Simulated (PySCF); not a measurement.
# CH3B2BrF2: electronic excitations and core binding energies

Wanted: the electronic excitations and core binding energies of CH3B2BrF2 (`FB(F)CBBr`), by calculation.

The runs use PySCF 2.14.0, with density-fitted response routines of our own; the level of theory stands in each step. All values are computed, except where a source is named. Atoms count from 0, in the outputs and in this text.

## (1) Starting geometry

9 atoms, charge 0, multiplicity 1; geometry from: GFN2-xTB.

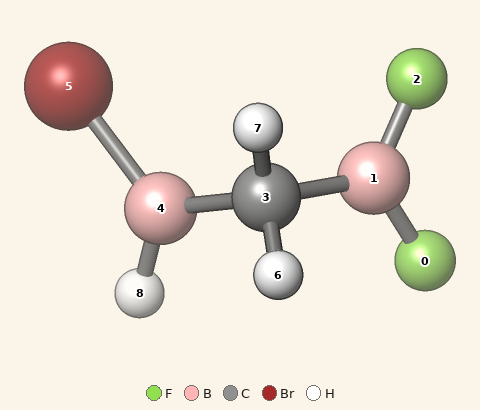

The starting geometry (fluorine green, boron pink, carbon grey, bromine red, hydrogen white), atoms numbered.

## (2) Excited states and response: wB97X-D/def2-SVPD

Job settings and geometry (Å):

```
{"job": {"kind": "uv", "xc": "wB97X-D", "basis": "def2-SVPD", "nstates": 8, "ntriplets": 3}, "charge": 0, "multiplicity": 1}
F     -2.009205    -0.686633    -0.767910
B     -1.296100    -0.150562     0.200997
F     -1.759947    -0.388455     1.407926
C      0.030392     0.663097    -0.071304
B      1.212581    -0.354602    -0.313051
Br     2.369760    -0.802951     1.066178
H     -0.126922     1.265668    -0.967315
H      0.223084     1.322383     0.776080
H      1.369919    -0.861951    -1.356781
```

Level: TDDFT wB97X-D/def2-SVPD, vertical, gas phase, core orbitals frozen in the response.

Run with:

```
$ OMP_NUM_THREADS=1 python probes_run.py task.json out
```

One launch serves the whole session: the jobs run in the order shown.

The program printed:

```text
coarse grid: 40888 points
cycle   1  E = -2862.9937361350  dE = -3.239e-01  |g| = 6.579e-01  |ddm| = 3.972e+00
cycle   2  E = -2863.0066918602  dE = -1.296e-02  |g| = 6.939e-01  |ddm| = 1.223e+00
cycle   3  E = -2863.0819233907  dE = -7.523e-02  |g| = 5.534e-02  |ddm| = 5.104e-01
cycle   4  E = -2863.0825592300  dE = -6.358e-04  |g| = 1.921e-02  |ddm| = 9.731e-02
cycle   5  E = -2863.0826686478  dE = -1.094e-04  |g| = 4.714e-03  |ddm| = 3.604e-02
cycle   6  E = -2863.0826751225  dE = -6.475e-06  |g| = 8.292e-04  |ddm| = 8.642e-03
final grid: 86024 points
cycle   7  E = -2863.0824241691  dE = -1.150e-06  |g| = 7.542e-04  |ddm| = 7.185e-03
cycle   8  E = -2863.0824242406  dE = -7.149e-08  |g| = 7.010e-04  |ddm| = 1.765e-03
cycle   9  E = -2863.0824243156  dE = -7.494e-08  |g| = 9.328e-05  |ddm| = 4.793e-04
cycle  10  E = -2863.0824243193  dE = -3.755e-09  |g| = 4.404e-05  |ddm| = 2.140e-04
cycle  11  E = -2863.0824243203  dE = -9.322e-10  |g| = 1.303e-05  |ddm| = 9.987e-05
converged SCF energy = -2863.0824243203

Static polarisability (au): isotropic 59.544, principal 50.485 55.333 72.814

Singlet excitations
state   eV       nm        f      main configurations
  1   5.0514    245.4   0.00115   H->L 0.97
  2   6.6783    185.7   0.16667   H-1->L 0.94
  3   6.9927    177.3   0.00596   H-2->L 0.91
  4   7.3365    169.0   0.00676   H-3->L 0.75, H-4->L 0.17
  5   7.7847    159.3   0.04800   H->L+1 0.83
  6   8.1748    151.7   0.00356   H->L+3 0.69, H->L+2 0.10
  7   8.2809    149.7   0.05050   H-4->L 0.74, H-3->L 0.13
  8   8.7214    142.2   0.08309   H-1->L+1 0.78

Triplet excitations (Tamm-Dancoff, eV): 4.7790 5.6309 6.4640
```

Run time: 46 s. Hardware: 1 thread of Arm Neoverse N1, shared host; peak memory 0.76 GiB.

Frontier orbitals and where they lie:

| orbital | eV | atoms |
| --- | --- | --- |
| HOMO−3 | -12.60 | C3 30 %, B4 20 %, Br5 15 % |
| HOMO−2 | -12.25 | Br5 34 %, B4 21 %, C3 18 % |
| HOMO−1 | -11.19 | Br5 76 %, B4 13 %, C3 5 % |
| HOMO | -10.21 | Br5 70 %, B4 14 %, C3 8 % |
| LUMO | -0.05 | B4 43 %, Br5 20 %, C3 14 % |
| LUMO+1 | 1.63 | B4 41 %, Br5 23 %, B1 20 % |
| LUMO+2 | 2.15 | B1 44 %, F2 12 %, F0 11 % |

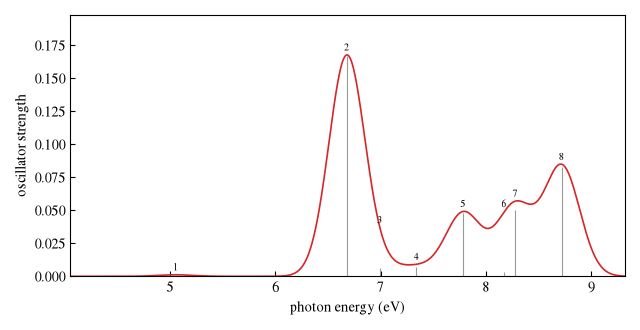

Absorption spectrum from the 8 singlet states computed; above the last one it falls off for lack of states. Lines are broadened to a width of 0.40 eV (Gaussian).

Further results of this job:

| property | computed |
| --- | --- |
| dipole moment (D) | 1.65 |
| polarisability (Å³) | 8.82 |
| HOMO–LUMO gap (eV) | 10.17 |
| −ε(HOMO) (eV) | 10.21 |

## (3) X-ray photoelectron lines: SCAN, X2C

Settings changed since step 2:

```diff
@@ -1,2 +1,2 @@
-{"job": {"kind": "uv", "xc": "wB97X-D", "basis": "def2-SVPD", "nstates": 8, "ntriplets": 3}, "charge": 0, "multiplicity": 1}
+{"job": {"kind": "xps"}, "charge": 0, "multiplicity": 1}
 F     -2.009205    -0.686633    -0.767910
```

Method: delta-SCF UKS SCAN, pcX-2 on the ionised atom, pcseg-1 elsewhere, spin-free X2C.

The program printed:

```text
ground state, core basis on atom 0 (F), 143 functions
  cycle   1  E = -2888.12180065  |g| = 7.45e-01
  cycle   2  E = -2888.00143721  |g| = 1.18e+00
  cycle   3  E = -2888.21265637  |g| = 1.27e-01
  cycle   4  E = -2888.21587606  |g| = 2.94e-02
  cycle   5  E = -2888.21603088  |g| = 1.15e-02
  cycle   6  E = -2888.21605521  |g| = 5.55e-03
  cycle   7  E = -2888.21606172  |g| = 1.77e-03
  cycle   8  E = -2888.21606474  |g| = 3.69e-04
  E(ground) = -2888.35775356 Eh
hole in F 1s of atom 0
  cycle   1  E = -2861.84143182  |g| = 2.58e+00
  cycle   2  E = -2861.67355905  |g| = 2.14e+00
  cycle   3  E = -2862.63317474  |g| = 4.36e-01
  cycle   4  E = -2862.66506802  |g| = 3.65e-01
  cycle   5  E = -2862.71585126  |g| = 7.99e-02
  cycle   6  E = -2862.71793894  |g| = 2.92e-02
  cycle   7  E = -2862.71839613  |g| = 5.58e-03
  cycle   8  E = -2862.71840682  |g| = 3.11e-03
  cycle   9  E = -2862.71841701  |g| = 1.08e-03
  cycle  10  E = -2862.71841569  |g| = 2.74e-04
  E(ion) = -2862.86660161 Eh   <S^2> = 0.7563   hole on atom = 1.000   binding energy = 693.650 eV
ground state, core basis on atom 1 (B), 143 functions
  cycle   1  E = -2888.17270450  |g| = 1.21e-01
  cycle   2  E = -2888.16884240  |g| = 1.94e-01
  cycle   3  E = -2888.17467612  |g| = 1.24e-02
  cycle   4  E = -2888.17468169  |g| = 1.02e-02
  cycle   5  E = -2888.17470059  |g| = 1.69e-03
  cycle   6  E = -2888.17470022  |g| = 3.38e-04
  E(ground) = -2888.31485901 Eh
hole in B 1s of atom 1
  cycle   1  E = -2880.45426417  |g| = 1.17e+00
  cycle   2  E = -2878.40894368  |g| = 2.00e+00
  cycle   3  E = -2880.65944132  |g| = 4.90e-01
  cycle   4  E = -2880.81490129  |g| = 1.85e-01
  cycle   5  E = -2880.82328852  |g| = 1.38e-01
  cycle   6  E = -2880.83510196  |g| = 3.11e-02
  cycle   7  E = -2880.83521058  |g| = 2.87e-02
  cycle   8  E = -2880.83565548  |g| = 5.51e-03
  cycle   9  E = -2880.83568854  |g| = 3.55e-03
  cycle  10  E = -2880.83569904  |g| = 2.66e-03
  cycle  11  E = -2880.83570199  |g| = 1.83e-03
  cycle  12  E = -2880.83570558  |g| = 3.76e-04
  E(ion) = -2880.97843865 Eh   <S^2> = 0.8453   hole on atom = 1.000   binding energy = 199.634 eV
ground state, core basis on atom 3 (C), 143 functions
  cycle   1  E = -2888.17083954  |g| = 5.89e-02
  cycle   2  E = -2888.17076802  |g| = 2.99e-02
  cycle   3  E = -2888.17079841  |g| = 2.70e-02
  cycle   4  E = -2888.17091209  |g| = 3.40e-03
  cycle   5  E = -2888.17091294  |g| = 3.28e-04
  E(ground) = -2888.31012791 Eh
hole in C 1s of atom 3
  cycle   1  E = -2876.92685685  |g| = 1.51e+00
  cycle   2  E = -2876.21193537  |g| = 1.82e+00
  cycle   3  E = -2877.39444632  |g| = 4.36e-01
  cycle   4  E = -2877.43983863  |g| = 3.09e-01
  cycle   5  E = -2877.48825408  |g| = 4.67e-02
  cycle   6  E = -2877.48911081  |g| = 1.67e-02
  cycle   7  E = -2877.48921780  |g| = 1.06e-02
  cycle   8  E = -2877.48925795  |g| = 2.05e-03
  cycle   9  E = -2877.48926202  |g| = 1.28e-03
  cycle  10  E = -2877.48926194  |g| = 6.20e-04
  cycle  11  E = -2877.48926190  |g| = 1.14e-04
  E(ion) = -2877.62665987 Eh   <S^2> = 0.7657   hole on atom = 1.000   binding energy = 290.712 eV
ground state, core basis on atom 4 (B), 143 functions
  cycle   1  E = -2888.16473789  |g| = 5.15e-02
  cycle   2  E = -2888.16435884  |g| = 4.45e-02
  cycle   3  E = -2888.16484969  |g| = 2.11e-02
  cycle   4  E = -2888.16499252  |g| = 3.39e-03
  cycle   5  E = -2888.16499577  |g| = 8.57e-04
  cycle   6  E = -2888.16499631  |g| = 1.69e-04
  E(ground) = -2888.30603244 Eh
hole in B 1s of atom 4
  cycle   1  E = -2880.49580546  |g| = 1.17e+00
  cycle   2  E = -2878.40732180  |g| = 2.19e+00
  cycle   3  E = -2880.76998474  |g| = 5.90e-01
  cycle   4  E = -2880.89118597  |g| = 2.71e-01
  cycle   5  E = -2880.90758681  |g| = 1.30e-01
  cycle   6  E = -2880.91628288  |g| = 2.52e-02
  cycle   7  E = -2880.91663718  |g| = 1.34e-02
  cycle   8  E = -2880.91677210  |g| = 1.00e-02
  cycle   9  E = -2880.91687108  |g| = 4.52e-03
  cycle  10  E = -2880.91692746  |g| = 4.43e-03
  cycle  11  E = -2880.91695467  |g| = 2.83e-03
  cycle  12  E = -2880.91697079  |g| = 1.74e-03
  cycle  13  E = -2880.91697501  |g| = 6.57e-04
  cycle  14  E = -2880.91697568  |g| = 2.78e-04
  E(ion) = -2881.05519419 Eh   <S^2> = 0.8423   hole on atom = 1.000   binding energy = 197.305 eV
```

It took 55 s on 1 thread of Arm Neoverse N1, shared host; peak memory 0.45 GiB.

The holes in one table. −ε is the ground-state orbital energy:

| hole | stands for | environment | ΔSCF (eV) | −ε (eV) | ⟨S²⟩ |
| --- | --- | --- | --- | --- | --- |
| F1s on F0 | F0, F2 | fluorine bonded to B | 693.65 | 667.3 | 0.756 |
| B1s on B1 | B1 | boron bonded to C, 2 F | 199.63 | 183.2 | 0.845 |
| C1s on C3 | C3 | sp3 CH2 bonded to 2 B | 290.71 | 273.6 | 0.766 |
| B1s on B4 | B4 | boron bonded to C, Br, H | 197.31 | 181.8 | 0.842 |

Each hole run stands for the others of its class of like atoms.

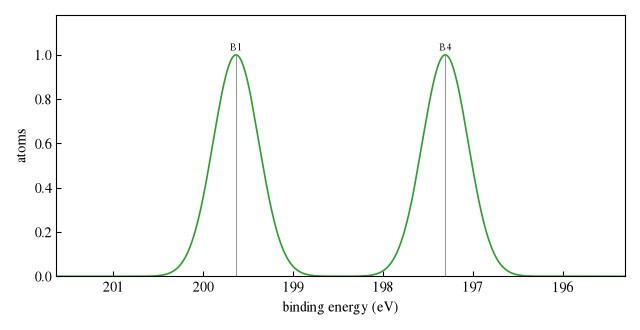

The B1s photoelectron lines, weighted by the number of atoms. Lines are broadened to a width of 0.60 eV (Gaussian).

## (4) What came out

```
                                quantity                        value
      lowest singlet (wB97X-D/def2-SVPD)  5.05 eV (245 nm), f = 0.001
brightest single state of those computed  state 2, 6.68 eV, f = 0.167
                          lowest triplet                      4.78 eV
        B1s binding energies, SCAN/pcX-2      B1 199.63, B4 197.31 eV
        F1s binding energies, SCAN/pcX-2                 F0 693.65 eV
        C1s binding energies, SCAN/pcX-2                 C3 290.71 eV
```

The lowest singlet, at 5.05 eV, is HOMO→LUMO 0.97 and is weak; of the 8 states computed, the strongest absorption comes from state 2 at 6.68 eV (the last state computed is bright too, and its partners may lie past the list). The lowest triplet lies 0.27 eV below the lowest singlet (triplets in Tamm-Dancoff, singlets in full TDDFT). B1 (boron bonded to C, 2 F) binds its B1s electron 2.33 eV more tightly than B4 (boron bonded to C, Br, H).
